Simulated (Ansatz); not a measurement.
**F2H4N2Si: density, localisation and related maps**

```xyz
9

Si   -0.4793   -0.0732    0.6209
N     1.0216    0.0381   -0.5413
N    -1.6198    0.1383   -0.4576
H     0.5583    0.1931   -1.4369
F     0.0156    0.9906    1.7121
F    -0.0887   -1.4487    1.3439
H     1.6387    0.8170   -0.3318
H     1.5689   -0.8166   -0.5784
H    -2.6152    0.1617   -0.3309
```

The product side of a reaction path; geometry: PBE0-D4/def2-TZVP.

These are results of Ansatz 0.2.0, RKS PBE0-D4/def2-TZVPP, not measurements.

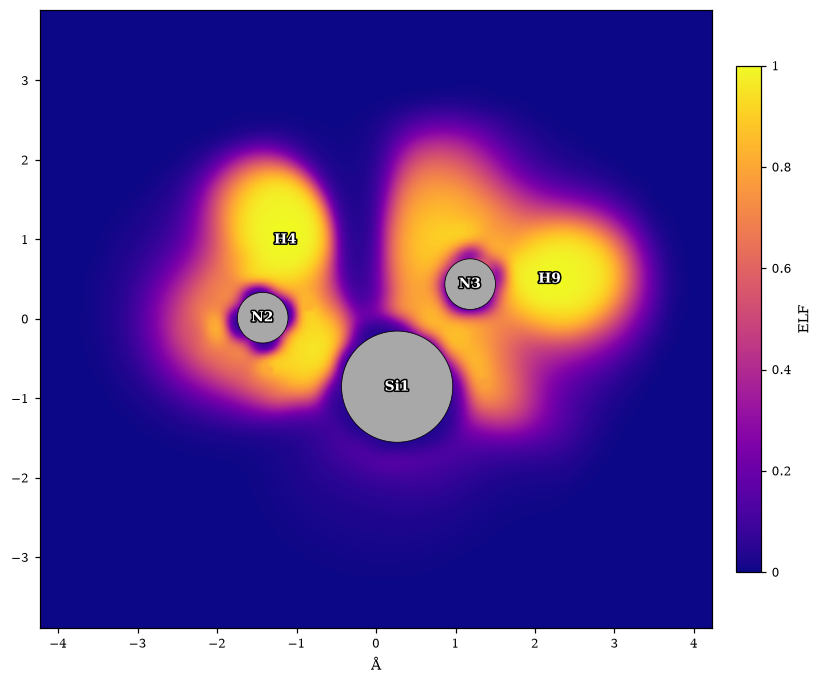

Figure 1. ELF on the plane of atoms Si1, N2 and H4. Grey discs cover the atomic cores.

Q: What do the fields say about this system?

A:
- The section cuts through Si, N and H sites.
- Si–N (1.58 Å): the ELF peaks at about 0.85 between the atoms: a polar covalent bond.
- N–H (1.00 Å): the ELF climbs to about 1 towards the hydrogen, as it does in any bond to H (a covalent bond by its length).
- The ELF also peaks beside N3, away from the bonds: lone-pair regions.

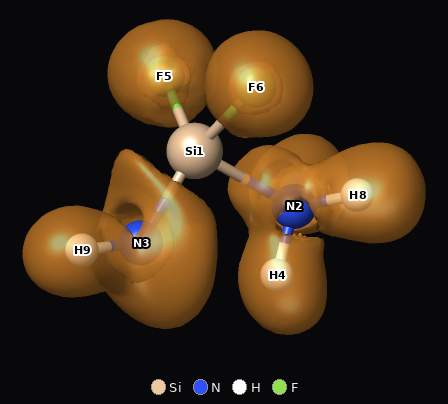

Figure 2. Isosurface of the ELF at 0.75 (orange), seen at a tilt. Core shells and regions of very low density are left out.

Q: What do the ELF domains correspond to?

A: At this value the surface marks out two regions wrapped around F (its lone pairs, merged into a ring or cap), one joined region spread over several atoms (H, N), in which their bonds and any lone pairs are merged and one joined region spread over several atoms (H, N, Si), in which their bonds and any lone pairs are merged. Profiles from the grid: Si–F (1.60 Å): the ELF peaks at about 0.85 in the valence shell of F, 0.6 Å from its nucleus, and is about 0.55 at the midpoint.

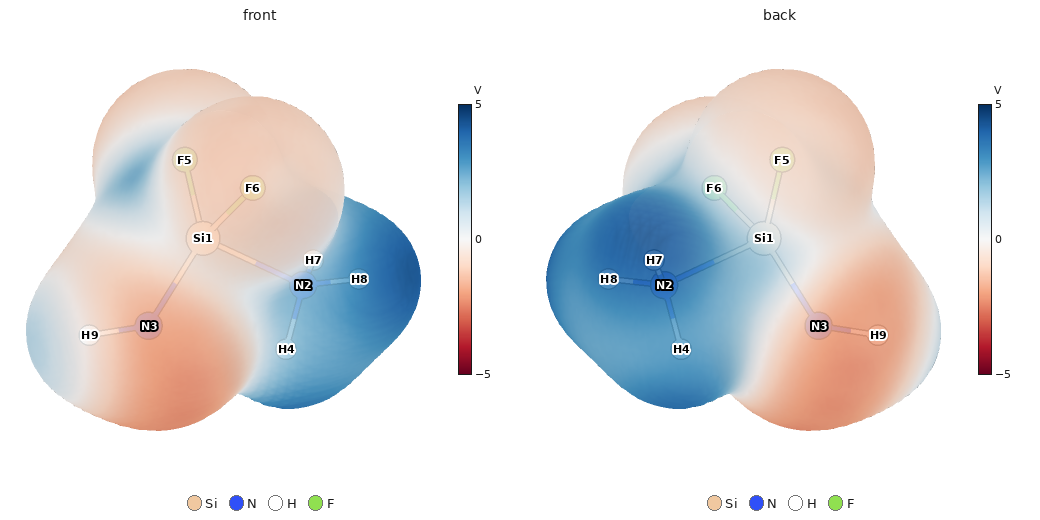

Figure 3. The molecular electrostatic potential painted on the density surface at 0.004 e/bohr³, seen from the front and from behind; the colour scale runs from red (negative) to blue (positive).

Q: Describe the electrostatic potential map.

A: The most negative region (about −2.3 V) lies over N3, the most positive (about +4.2 V) over H7 and H8. N3 is the likeliest acceptor of a hydrogen bond.
